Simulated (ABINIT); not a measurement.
# A GW chain in ABINIT: SnF3 (Fm-3m)

How does a plane-wave GW calculation on SnF3 (Fm-3m) run from the first input to the gap?

Method: PBEsol and many-body steps on it, plane waves, in ABINIT 10.8.3.

**1. The structure**

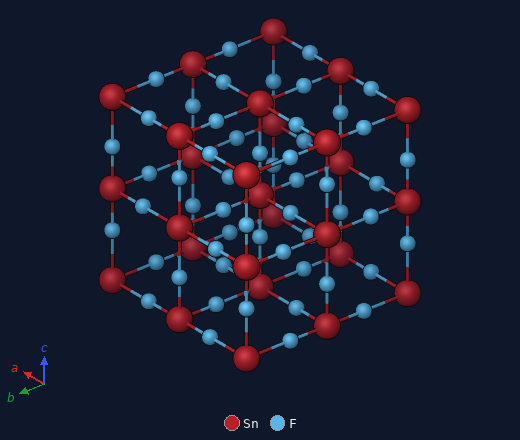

The starting structure, seen from a free direction (tin red, fluorine blue). This picture shows the conventional cell, with its axes. Some periodic images of atoms are drawn too.

Structure file:

```cif
data_structure
_symmetry_space_group_name_H-M 'P 1'
_symmetry_Int_Tables_number 1
_cell_length_a 6.1504
_cell_length_b 6.1504
_cell_length_c 6.1504
_cell_angle_alpha 60.000
_cell_angle_beta 60.000
_cell_angle_gamma 60.000
_cell_volume 164.51
loop_
_atom_site_label
_atom_site_type_symbol
_atom_site_fract_x
_atom_site_fract_y
_atom_site_fract_z
_atom_site_occupancy
Sn1 Sn 0.50000 0.50000 0.50000 1
Sn2 Sn 0.00000 0.00000 0.00000 1
F3 F 0.72819 0.27181 0.72819 1
F4 F 0.27181 0.27181 0.72819 1
F5 F 0.27181 0.72819 0.27181 1
F6 F 0.27181 0.72819 0.72819 1
F7 F 0.72819 0.27181 0.27181 1
F8 F 0.72819 0.72819 0.27181 1
```

The cell and positions are those that the Materials Project relaxed with its own functionals (PBE, PBE+U or r2SCAN), kept fixed.

**2. Ground state**

This step: ABINIT 10.8.3; DFT, PBEsol, plane waves, norm-conserving pseudopotentials.

The ground-state density comes first.

Input file run.abi:

```
acell 3*1.0 Angstrom
rprim 
  -0.000000000000 4.348975944800 4.348975944800
  4.348975944800 0.000000000000 4.348975944800
  4.348975944800 4.348975944800 -0.000000000000
ntypat 2
znucl 50 9
natom 8
typat 1 1 2 2 2 2 2 2
xred 
  0.500000000000 0.500000000000 0.500000000000
  0.000000000000 0.000000000000 -0.000000000000
  0.728190550000 0.271809450000 0.728190550000
  0.271809450000 0.271809450000 0.728190550000
  0.271809450000 0.728190550000 0.271809450000
  0.271809450000 0.728190550000 0.728190550000
  0.728190550000 0.271809450000 0.271809450000
  0.728190550000 0.728190550000 0.271809450000
pp_dirpath "pseudos"
pseudos "Sn.upf, F.upf"
ecut 38
ngkpt 4 4 4
nshiftk 1
shiftk 0 0 0
kptopt 1
chksymbreak 0
nband 51
occopt 1
tolvrs 1e-10
nstep 60
prtwf 0
optforces 0
optstress 0
indata_prefix "in"
outdata_prefix "out"
tmpdata_prefix "tmp"
```

Run with:

```sh
$ OMP_NUM_THREADS=1 mpirun -n 8 abinit run.abi > log
```

Numbers of over 12 decimals in the logs are rounded to 6 here.

Output:

```text
.Version 10.8.3 of ABINIT. v10.8.2 released Aug 2026.

 Symmetries : space group Fm -3 m (#225); Bravais cF (face-center cubic)
================================================================================
 Values of the parameters that define the memory need of the present run
     intxc =       0    ionmov =       0      iscf =       7    lmnmax =       6
     lnmax =       6     mgfft =      72  mpssoang =       3    mqgrid =    3001
     natom =       8  nloc_mem =       1    nspden =       1   nspinor =       1
    nsppol =       1      nsym =      48    n1xccc =    2501    ntypat =       2
    occopt =       1   xclevel =       2
-    mband =          51        mffmem =           1         mkmem =           1
       mpw =       12440          nfft =      373248          nkpt =           8
================================================================================
  Rough estimation (10% accuracy) of disk space for files :
================================================================================

--------------------------------------------------------------------------------
------------- Echo of variables that govern the present computation ------------
--------------------------------------------------------------------------------
 -outvars: echo values of preprocessed input variables --------
            acell      1.8897261259E+00  1.8897261259E+00  1.8897261259E+00 Bohr

      chksymbreak           0
             ecut      3.80000000E+01 Hartree
-          fftalg         312

              ixc     -116133
              kpt      0.00000000E+00  0.00000000E+00  0.00000000E+00
                       2.50000000E-01  0.00000000E+00  0.00000000E+00
                       5.00000000E-01  0.00000000E+00  0.00000000E+00
                       2.50000000E-01  2.50000000E-01  0.00000000E+00
                       5.00000000E-01  2.50000000E-01  0.00000000E+00
                      -2.50000000E-01  2.50000000E-01  0.00000000E+00
                       5.00000000E-01  5.00000000E-01  0.00000000E+00
                      -2.50000000E-01  5.00000000E-01  2.50000000E-01
         kptrlatt        4    0    0      0    4    0      0    0    4
          kptrlen      4.64901409E+01
P           mkmem           1
            natom           8
            nband          51
            ngfft          72      72      72
             nkpt           8
            nstep          60
             nsym          48
           ntypat           2
              occ      2.000000  2.000000  2.000000  2.000000  2.000000  2.000000
                       2.000000  2.000000  2.000000  2.000000  2.000000  2.000000
                       2.000000  2.000000  2.000000  2.000000  2.000000  2.000000
                       2.000000  2.000000  2.000000  2.000000  2.000000  2.000000
                       2.000000  2.000000  2.000000  2.000000  2.000000  2.000000
                       2.000000  2.000000  2.000000  2.000000  2.000000  2.000000
                       2.000000  2.000000  2.000000  2.000000  2.000000  2.000000
                       2.000000  0.000000  0.000000  0.000000  0.000000  0.000000
                       0.000000  0.000000  0.000000
        optforces           0
        optstress           0
            prtwf           0
            rprim     -0.0000000000E+00  4.3489759448E+00  4.3489759448E+00
                       4.3489759448E+00  0.0000000000E+00  4.3489759448E+00
                       4.3489759448E+00  4.3489759448E+00 -0.0000000000E+00
          spgroup         225

           tolvrs      1.00000000E-10

             xred      5.0000000000E-01  5.0000000000E-01  5.0000000000E-01
[...]
znucl       50.00000    9.00000

================================================================================

 chkinp: Checking input parameters for consistency.

================================================================================
== DATASET  1 ==================================================================
-   mpi_nproc: 8, omp_nthreads: 1 (-1 if OMP is not activated)

--- !DatasetInfo
iteration_state: {dtset: 1, }
dimensions: {natom: 8, nkpt: 8, mband: 51, nsppol: 1, nspinor: 1, nspden: 1, mpw: 12440, }
cutoff_energies: {ecut:  38.0, pawecutdg:  -1.0, }
electrons: {nelect:   8.60000000E+01, charge:   0.00000000E+00, occopt:   1.00000000E+00, tsmear:   1.00000000E-02, }

 Real(R)+Recip(G) space primitive vectors, cartesian coordinates (Bohr,Bohr^-1):
 R(1)=  0.0000000  8.2183735  8.2183735  G(1)= -0.0608393  0.0608393  0.0608393
 R(2)=  8.2183735  0.0000000  8.2183735  G(2)=  0.0608393 -0.0608393  0.0608393
 R(3)=  8.2183735  8.2183735  0.0000000  G(3)=  0.0608393  0.0608393 -0.0608393
 Unit cell volume ucvol=  1.1101652E+03 bohr^3
 Angles (23,13,12)=  6.00000000E+01  6.00000000E+01  6.00000000E+01 degrees

 getcut: wavevector=  0.0000  0.0000  0.0000  ngfft=  72  72  72
         ecut(hartree)=     38.000   => boxcut(ratio)=   2.23241

 getcut : COMMENT -
  Note that boxcut > 2.2 ; recall that boxcut=Gcut(box)/Gcut(sphere) = 2
  is sufficient for exact treatment of convolution.
  Such a large boxcut is a waste : you could raise ecut
  e.g. ecut=   47.344879 Hartrees makes boxcut=2

--- Pseudopotential description ------------------------------------------------
- Sn Generated using ONCVPSP code by D. R. Hamann
[...]
12 -116133 2 -1 832                           pspcod,pspxc,lmax,lloc,mmax
     nproj     2     2     1
  pspatm : epsatm=    4.89824381
         --- l  ekb(1:nproj) -->
[...]
2   -2.394754
 pspatm: atomic psp has been read  and splines computed

   7.24035320E+03                                ecore*ucvol(ha*bohr**3)
--------------------------------------------------------------------------------

_setup2: Arith. and geom. avg. npw (full set) are   12420.609   12420.572

================================================================================

--- !BeginCycle
iteration_state: {dtset: 1, }
solver: {iscf: 7, nstep: 60, nline: 4, wfoptalg: 0, }
tolerances: {tolvrs: 1.00E-10, }

     iter   Etot(hartree)      deltaE(h)  residm     vres2
 ETOT  1  -588.77796356933    -5.888E+02 2.608E-01 1.388E+03
 ETOT  2  -590.14135022744    -1.363E+00 6.166E-03 1.086E+03
 ETOT  3  -590.37732908803    -2.360E-01 9.709E-03 8.231E+01
 ETOT  4  -590.38324590388    -5.917E-03 1.460E-03 3.168E+01
 ETOT  5  -590.38368423102    -4.383E-04 1.619E-03 8.018E+00
 ETOT  6  -590.38418959432    -5.054E-04 8.178E-04 7.761E-01
 ETOT  7  -590.38420775353    -1.816E-05 5.075E-04 7.075E-02
 ETOT  8  -590.38421054135    -2.788E-06 2.224E-04 2.684E-03
 ETOT  9  -590.38421069601    -1.547E-07 1.204E-04 2.876E-04
 ETOT 10  -590.38421072887    -3.287E-08 6.462E-05 6.694E-06
 ETOT 11  -590.38421072922    -3.437E-10 8.439E-05 7.354E-07
 ETOT 12  -590.38421072920     1.728E-11 7.801E-05 7.888E-09
 ETOT 13  -590.38421072928    -7.958E-11 8.159E-05 4.773E-10
 ETOT 14  -590.38421072926     1.626E-11 7.341E-05 4.286E-11

 At SCF step   14       vres2   =  4.29E-11 < tolvrs=  1.00E-10 =>converged.

--- !ResultsGS
iteration_state: {dtset: 1, }
comment   : Summary of ground state results
lattice_vectors:
- [ -0.0000000,   8.2183735,   8.2183735, ]
- [  8.2183735,   0.0000000,   8.2183735, ]
- [  8.2183735,   8.2183735,  -0.0000000, ]
lattice_lengths: [  11.62254,   11.62254,   11.62254, ]
lattice_angles: [ 60.000,  60.000,  60.000, ] # degrees, (23, 13, 12)
lattice_volume:   1.1101652E+03
convergence: {deltae:  1.626E-11, res2:  4.286E-11, residm:  7.341E-05, diffor:  0.000E+00, }
etotal    :  -5.90384211E+02
entropy   :   0.00000000E+00
fermie    :  -5.96980709E-03
cartesian_stress_tensor: null
pressure_GPa: null
xred      :
- [  5.0000E-01,   5.0000E-01,   5.0000E-01, Sn]
- [  0.0000E+00,   0.0000E+00,   0.0000E+00, Sn]
- [  7.2819E-01,   2.7181E-01,   7.2819E-01,  F]
- [  2.7181E-01,   2.7181E-01,   7.2819E-01,  F]
- [  2.7181E-01,   7.2819E-01,   2.7181E-01,  F]
- [  2.7181E-01,   7.2819E-01,   7.2819E-01,  F]
- [  7.2819E-01,   2.7181E-01,   2.7181E-01,  F]
- [  7.2819E-01,   7.2819E-01,   2.7181E-01,  F]
cartesian_forces: null
force_length_stats: {min: null, max: null, mean: null, }

 Integrated electronic density in atomic spheres:
 ------------------------------------------------
 Atom  Sphere_radius  Integrated_density
[...]
================================================================================

 ----iterations are completed or convergence reached----

 Mean square residual over all n,k,spin=   21.482E-08; max=  73.410E-06
 reduced coordinates (array xred) for    8 atoms
[...]
0.271809450000      0.728190550000      0.271809450000
       0.271809450000      0.728190550000      0.728190550000
       0.728190550000      0.271809450000      0.271809450000
       0.728190550000      0.728190550000      0.271809450000
 rms dE/dt=  0.0000E+00; max dE/dt=  0.0000E+00; dE/dt below (all hartree)
    1       0.000000000000      0.000000000000      0.000000000000
    2       0.000000000000      0.000000000000      0.000000000000
    3       0.000000000000      0.000000000000      0.000000000000
    4       0.000000000000      0.000000000000      0.000000000000
    5       0.000000000000      0.000000000000      0.000000000000
    6       0.000000000000      0.000000000000      0.000000000000
    7       0.000000000000      0.000000000000      0.000000000000
    8       0.000000000000      0.000000000000      0.000000000000

 cartesian coordinates (angstrom) at end:
    1      4.348976     4.348976     4.348976
    2      0.000000     0.000000     0.000000
    3      4.348976     6.333766     4.348976
    4      4.348976     4.348976     2.364186
    5      4.348976     2.364186     4.348976
    6      6.333766     4.348976     4.348976
    7      2.364186     4.348976     4.348976
    8      4.348976     4.348976     6.333766
 length scales=  1.889726125908  1.889726125908  1.889726125908 bohr
              =  1.000000000000  1.000000000000  1.000000000000 angstroms
 prteigrs : about to open file out_EIG
 Fermi (or HOMO) energy (hartree) =  -0.00597   Average Vxc (hartree)=  -0.28426
 Eigenvalues (hartree) for nkpt=   8  k points:
 kpt#   1, nband= 51, wtk=  0.01563, kpt=  0.0000  0.0000  0.0000 (reduced coord)
  -4.72001   -4.70183   -3.09720   -3.09720   -3.09720   -3.07817   -3.07817   -3.07817
  -0.84864   -0.84864   -0.83546   -0.81505   -0.81505   -0.81505   -0.75560   -0.75560
  -0.75560   -0.74053   -0.74053   -0.73381   -0.73381   -0.73381   -0.70695   -0.70695
  -0.32548   -0.21673   -0.21673   -0.21673   -0.14044   -0.14044   -0.14044   -0.13199
  -0.13199   -0.11627   -0.11627   -0.11627   -0.11141   -0.11141   -0.11141   -0.09373
  -0.09373   -0.09373   -0.09313    0.18030    0.19079    0.19079    0.19079    0.26134
   0.33904    0.37202    0.37202
 prteigrs : prtvol=0 or 1, do not print more k-points.

--- !EnergyTerms
iteration_state     : {dtset: 1, }
comment             : Components of total free energy in Hartree
kinetic             :  2.50892672792088E+02
hartree             :  2.67209655925981E+02
xc                  : -8.61596610361733E+01
Ewald energy        : -2.44055990537563E+02
psp_core            :  6.52187001175055E+00
local_psp           : -7.56471377287407E+02
non_local_psp       : -2.83213805979406E+01
total_energy        : -5.90384210729264E+02
total_energy_eV     : -1.60651727916826E+04
band_energy         : -8.60027785887010E+01

== END DATASET(S) ==============================================================
================================================================================

 -outvars: echo values of variables after computation  --------
           etotal     -5.9038421073E+02
            nband          51
             nkpt           8
          spgroup         225
 [... the other variables as echoed above ...]

 Calculation completed.
```

Wall time 44 s (8 MPI ranks of AMD EPYC 9R14 (Zen 4), shared host); peak memory 1.6 GiB.

This step gave:

* total energy: -16065.1728 eV
* gap: 2.829 eV
* k of the valence top: -0.25, 0.5, 0.25
* k of the conduction bottom: 0.5, 0, 0
* least direct gap: 3.379 eV

The gap is indirect, with the least direct gap 0.55 eV higher.

(Part 1 of 3 ends here.)

[Paths, hosts, dates, memory and timing lines, banners, echoed tables and standing remarks are left out of the program output.]

[Logs are printed without paths, hosts, clocks, repeated set-up lines and the standing remarks that a program may print on its own settings, such as how far it seeks lower states.]

[Runs of the session that timed out or met a known fault of the program may be left out.]

[Hosts, paths, dates, database ids (printed as entryN), source tags and the programs' standing remarks are cut or masked in the printed files.]

[G0W0 gaps are taken among the corrected bands and points alone; a level outside them can change the order at an edge.]

[Where Ansatz stands beside ABINIT at settings called matched, ABINIT's density can come from a denser mesh and the files from another edition; pairs whose starting gaps differed by over 0.03 eV were left out, so agreement reads better than it is.]
